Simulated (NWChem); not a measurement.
# OF (Oxygen monofluoride) at UHF/3-21G

Aim: the vertical electron affinity of OF (Oxygen monofluoride) at UHF/3-21G, from 2 runs. 

The calculation is run with NWChem 7.3.0.

4 further runs of the same task are left out: 4 set aside as unsound or not needed. Runs told in other sessions of the task aren't counted.

### Step 1. The system as given

OF has 2 atoms, charge 0, and is taken as a doublet. SMILES: `[O]F`. The coordinates come from a PBE0-D4/def2-TZVP relaxation.

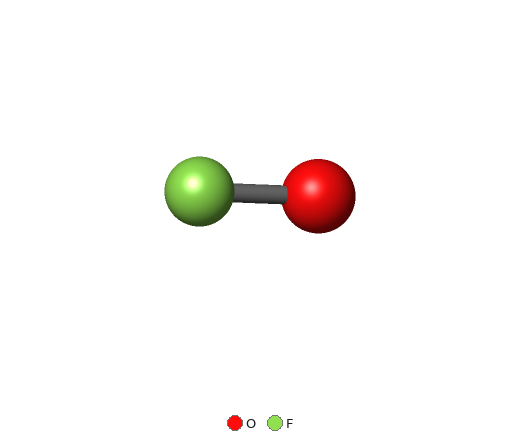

The structure, seen from a chosen angle (oxygen red, fluorine green).

### Step 2. Energy and gradient at UHF/3-21G

The input, fo.xyz:

```xyz
2

O      0.000000     0.000000    -0.015950
F      0.000000     0.000000     1.314400
```

The input, run.py:

```python
from ase.io import read
from ase.calculators.nwchem import NWChem

molecule = read('fo.xyz')

calc = NWChem(
    label='fo',
    theory='scf',
    memory='2200 mb',
    basis='3-21G',
    basispar='spherical bse',
    scf={'nopen': '1', 'uhf': None, 'thresh': '1e-08', 'maxiter': '80'},
)
molecule.calc = calc

forces = molecule.get_forces()
print(f"energy = {molecule.get_potential_energy():.6f} eV")
print("forces (eV/A):")
for s, f in zip(molecule.symbols, forces):
    print(f"{s:2s} {f[0]:10.5f} {f[1]:10.5f} {f[2]:10.5f}")
```

Started as:

```console
$ export ASE_NWCHEM_COMMAND="nwchem PREFIX.nwi > PREFIX.nwo"
$ python run.py
```

The log of the run:

```text
energy = -4712.926465 eV
forces (eV/A):
O     0.00000   -0.00000   -4.85537
F    -0.00000    0.00000    4.85537
```

The calculator wrote fo.nwi:

```
title "fo"

permanent_dir fo

scratch_dir fo

start fo

geometry units angstrom nocenter noautosym noautoz
  O  0.0000000000000000e+00 0.0000000000000000e+00 -1.5949999999999999e-02
  F  0.0000000000000000e+00 0.0000000000000000e+00 1.3144000000000000e+00
end

memory 2200 mb

basis spherical bse noprint
   * library 3-21G
end

scf
  nopen 1
  uhf
  thresh 1e-08
  maxiter 80
end

task scf gradient
```

fo.nwo:

```text
Northwest Computational Chemistry Package (NWChem) 7.3.0
             --------------------------------------------------------

           Job information
           ---------------

    nwchem branch   = 7.3.0
    use scalapack   = T
    input           = fo.nwi
    prefix          = fo.
    data base       = fo/fo.db
    status          = startup
    nproc           =        1

           Memory information
           ------------------

    heap     =     72089598 doubles =      550.0 Mbytes
    stack    =     72089595 doubles =      550.0 Mbytes
    global   =    144179200 doubles =     1100.0 Mbytes (distinct from heap & stack)
    total    =    288358393 doubles =     2200.0 Mbytes
    verify   = yes
    hardfail = no

           Directory information
           ---------------------

  0 permanent = fo
  0 scratch   = fo

[... 27 lines left out ...]
            Nuclear Dipole moment (a.u.)
[... 57 lines left out ...]
 1-e energy   =    -298.818494
[... 7 lines left out ...]
         Quadratically convergent UHF
[... 15 lines left out ...]
       Final UHF  results
[... 3 lines left out ...]
      One electron energy =   -297.870403494700
[... 1 line left out ...]
 Nuclear repulsion energy =     28.639652668830
[... 30 lines left out ...]
          Final beta eigenvalues
[... 163 lines left out ...]
                     UHF Final Beta Molecular Orbital Analysis
[... 187 lines left out ...]
     1   1 0 0     -0.000000     -0.000000     -0.000000      0.000000
[... 8 lines of this table left out ...]
     2   0 0 2     -7.644312    -31.617353    -31.560085     55.533126

                              NWChem Gradients Module
                              -----------------------

                                        fo

  wavefunction    =   UHF

                         UHF ENERGY GRADIENTS

    atom               coordinates                        gradient
                 x          y          z           x          y          z
   1 O       0.000000   0.000000  -0.030141   -0.000000   0.000000   0.094422
   2 F       0.000000   0.000000   2.483856    0.000000  -0.000000  -0.094422

                 ----------------------------------------
                 |  Time  |  1-e(secs)   |  2-e(secs)   |
                 ----------------------------------------
                 |  CPU   |       0.00   |       0.03   |
                 ----------------------------------------
                 |  WALL  |       0.00   |       0.03   |
                 ----------------------------------------

 Task  times  cpu:        0.1s     wall:        0.1s
 Total times  cpu:        0.2s     wall:        0.2s
```

Run time: 1 s. Hardware: 1 thread of Intel Xeon 6975P-C (Granite Rapids), shared host; peak memory 0.1 GiB.

### Step 3. The singlet anion: the energy at HF/3-21G

The input, run.nw:

```
echo
start run
title "FO hf"
memory stack 880 mb heap 220 mb global 1100 mb
charge -1

geometry noautosym nocenter noautoz
  O      0.000000     0.000000    -0.015950
  F      0.000000     0.000000     1.314400
end

basis spherical bse
  * library 3-21G
end

scf
  thresh 1e-08
  maxiter 80
end

task scf energy
```

Started as:

```console
$ nwchem run.nw > run.out
```

The log of the run:

```text
[...]
  functions       =    18
[...]
  wavefunction    = RHF
[...]
         Total SCF energy =   -173.159242676026
      One-electron energy =   -306.182303797846
      Two-electron energy =    104.383408452990
 Nuclear repulsion energy =     28.639652668830
        Time for solution =      0.1s
[...]
```

Run time: 0.58 s. Hardware: 1 thread of Intel Xeon 6975P-C (Granite Rapids), shared host; peak memory 0.1 GiB.

### Step 4. Results

Level: UHF/3-21G.

| quantity | value |
| --- | --- |
| doublet OF: total energy | -173.19685 Eh |
| doublet OF: dipole moment | 0.40 D |
| doublet OF: HOMO energy (highest over α and β) | -14.24 eV |
| doublet OF: LUMO energy (lowest over α and β) | 2.94 eV |
| doublet OF: ⟨S²⟩ | 0.764 |
| doublet OF: largest force on an atom | 4.855 eV/Å |
| singlet anion: total energy | -173.15924 Eh |
| singlet anion: HOMO energy | -0.77 eV |
| singlet anion: LUMO energy | 21.08 eV |
| singlet anion: HOMO–LUMO gap (to an unbound level, set by the basis) | 21.85 eV |
| vertical electron affinity (to the singlet anion) | -1.023 eV |

**Reading.** The anion lies 1.02 eV (24 kcal/mol) above the neutral: the electron isn't bound at this level, and such a value depends on the basis. Without diffuse functions anions come out too high. Hartree–Fock misses the correlation that binds many anions. The largest force (doublet OF) is 4.86 eV/Å: too large for a shape near rest; a basis without polarisation functions on a geometry from another level can give that.
